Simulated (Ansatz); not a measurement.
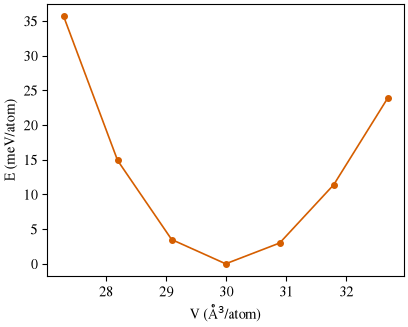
Fig. 1. Bi$_{2}$LiTe$_{3}$ in space group P-3m1 (No. 164; Te on 2d, Bi on 2d, Te on 1a, Li on 1b) under volume change, plane-wave PAW PBE+D3(BJ) (Ansatz code), shape and atoms relaxed at each volume.

**Question.** What does a third-order Birch–Murnaghan fit give for V₀, B₀ and B′?

**Answer.** V₀ = 30.00 Å³/atom, B₀ = 38.2 GPa, B′ = 5.5.

The cell is a constructed one: a structure type filled with these elements; neither database checked (COD, Materials Project) lists it. Whether it is the stable phase at ambient conditions was not checked. The PBE+D3(BJ) relaxation kept the symmetry of its start; of distortions, only those at the zone centre were tested. Scalar-relativistic: spin–orbit coupling is off unless named, which matters more the heavier the elements.

Potentials: the later of the program's two PAW sets.
